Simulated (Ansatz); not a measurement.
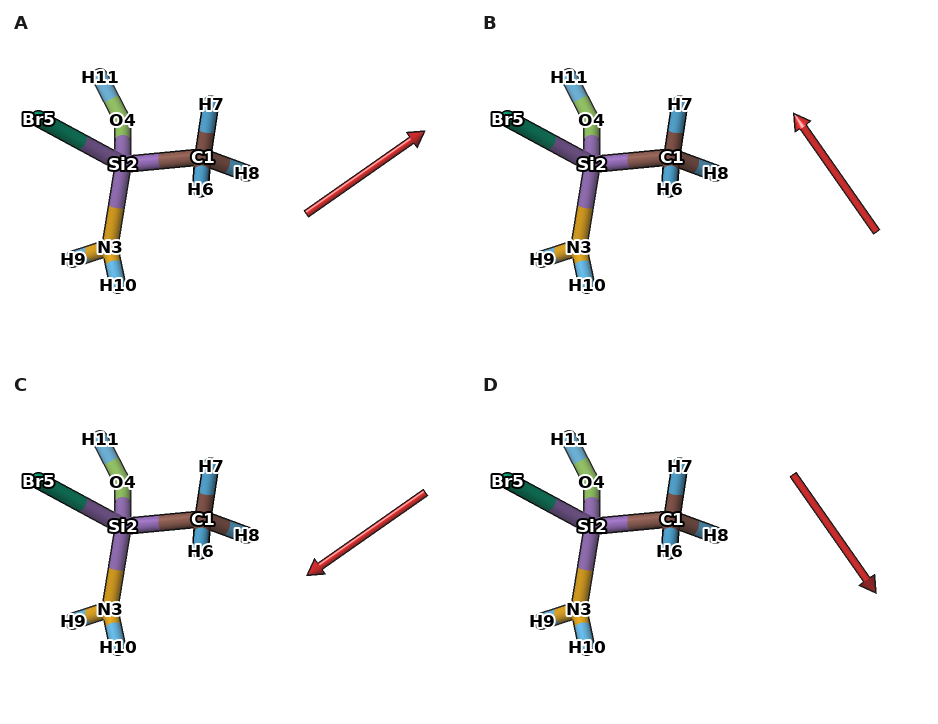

The same molecule four times, each with an arrow. The computed structure is the end point of a PBE0-D4/def2-TZVP optimisation. No frequency run is at hand to confirm it as a minimum. Method: RKS PBE0-D4/def2-TZVP (Ansatz 0.2.0).

### Which arrow points along the dipole moment, from the negative to the positive end?

D. The dipole moment is 1.17 D; it points from the side of Br5, H11 to the side of H10 (the outermost atoms at the two ends).
